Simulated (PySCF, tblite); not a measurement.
# C5H12O3Si2: geometry, infrared bands and NMR shifts

What infrared bands and NMR shifts should C5H12O3Si2 (`C[Si](C)(C)O[Si@@]1(O)C=CO1`) show?

The runs use tblite 0.8.0 and PySCF 2.14.0, with density-fitted response routines of our own; the level of theory stands in each step. All values are computed, except where a source is named. Atoms are numbered from 0 throughout.

## 1. Starting geometry

22 atoms, charge 0, multiplicity 1; geometry from: force field or distance geometry start.

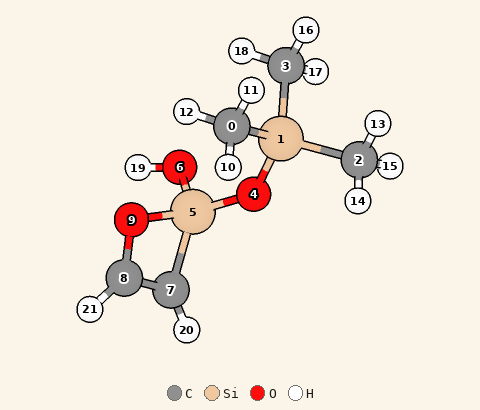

The starting geometry (carbon grey, silicon light orange, oxygen red, hydrogen white), atoms numbered.

## 2. Relaxing the molecule with GFN2-xTB

Job settings and geometry (Å):

```
{"job": {"kind": "relax", "xc": "GFN2-xTB", "basis": "xTB"}, "charge": 0, "multiplicity": 1}
C     -1.443900     0.013200    -1.506500
Si    -1.109800    -0.471000     0.266000
C     -1.755100    -2.222000     0.543900
C     -2.054300     0.694100     1.400500
O      0.526800    -0.430800     0.607500
Si     1.782600     0.613800     0.617100
O      1.651600     1.818300     1.725400
C      3.436000     0.015700     0.243000
C      3.348800     0.662800    -0.947400
O      2.160100     1.218900    -0.877000
H     -0.927900    -0.649300    -2.198700
H     -2.527300    -0.048500    -1.718100
H     -1.128300     1.043400    -1.684800
H     -2.832600    -2.261600     0.326600
H     -1.257500    -2.916900    -0.118100
H     -1.606200    -2.534800     1.587200
H     -3.126300     0.631900     1.211200
H     -1.886700     0.417500     2.457400
H     -1.732600     1.724500     1.264600
H      2.194900     2.597800     1.540600
H      4.183300    -0.602700     0.704000
H      4.094100     0.705400    -1.747000
```

Command:

```console
$ OMP_NUM_THREADS=1 python probes_run.py task.json out
```

This one command runs all jobs of the session in turn.

**Question.** This job is followed by: GFN2-xTB harmonic vibrations, gas phase; GIAO PBE0/pcSseg-1 NMR shielding, non-relativistic, gas phase. What will the session give for the following? strongest single infrared mode (GFN2-xTB); zero-point energy (GFN2-xTB); ¹³C shifts against TMS (PBE0/pcSseg-1, means over atoms taken as alike); ¹H shifts against TMS (PBE0/pcSseg-1, means over atoms taken as alike); ²⁹Si shifts against TMS (PBE0/pcSseg-1); ¹⁷O shifts against H2O (PBE0/pcSseg-1).

**Answer**, as computed:

| quantity | value |
| --- | --- |
| strongest single infrared mode (GFN2-xTB) | 1093 cm⁻¹, 660 km/mol |
| zero-point energy (GFN2-xTB) | 103.1 kcal/mol |
| ¹³C shifts against TMS (PBE0/pcSseg-1, means over atoms taken as alike) | 169.9, 108.6, 2.8 ppm |
| ¹H shifts against TMS (PBE0/pcSseg-1, means over atoms taken as alike) | 7.59, 4.78, 2.46, 0.26 ppm |
| ²⁹Si shifts against TMS (PBE0/pcSseg-1) | 18.6, -51.5 ppm |
| ¹⁷O shifts against H2O (PBE0/pcSseg-1) | 190.2, 84.7, 56.2 ppm |

In words: The optimisation took 86 steps and gained 0.595 eV; among the close pairs (by a distance rule), Si5–C7 changed most, from 1.798 to 1.886 Å. The lowest mode is slightly imaginary (16i cm⁻¹), a soft motion within the noise of the Hessian, so the minimum is not strictly shown. The strongest single mode, at 1093 cm⁻¹, is carried by O4, Si5, H20. Unscaled tight-binding wavenumbers are off by several per cent, some by more. Its intensities can rank the bands wrongly. The most deshielded carbon is C8 (alkene carbon bearing oxygen), at 169.9 ppm: an sp2 carbon further deshielded by the attached heteroatom. H21 (hydrogen on an alkene carbon bearing oxygen) lies farthest downfield among hydrogen, at 7.59 ppm; attached to an sp2 carbon and in the plane of the double bond. At PBE0/pcSseg-1: The largest span, 225 ppm, is at C8, where the paramagnetic term is -240 ppm.
